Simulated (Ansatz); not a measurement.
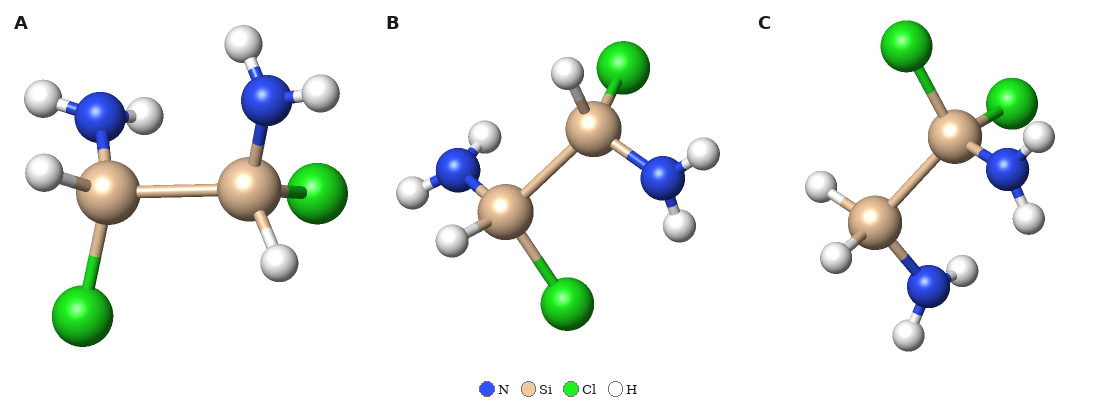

Source: calculation with Ansatz.

```xyz
12
charge 0, multiplicity 1
N    -1.2650    0.6729   -1.4503
Si   -1.0981   -0.7003   -0.4194
Si    0.5967   -0.1092    1.0699
N     2.0900    0.0581    0.2828
Cl   -0.0638    1.6444    1.9777
Cl    0.8742   -1.4559    2.5939
H    -1.7533    0.5824   -2.3274
H    -1.4545    1.5695   -1.0285
H    -0.6975   -1.8539   -1.2663
H    -2.3024   -1.1012    0.3671
H     2.1248    0.5422   -0.6009
H     2.9490    0.1511    0.8015
```

Which panel shows the molecule in this file?

C. The file holds Cl2H6N2Si2, `N[SiH2][Si](N)(Cl)Cl`.
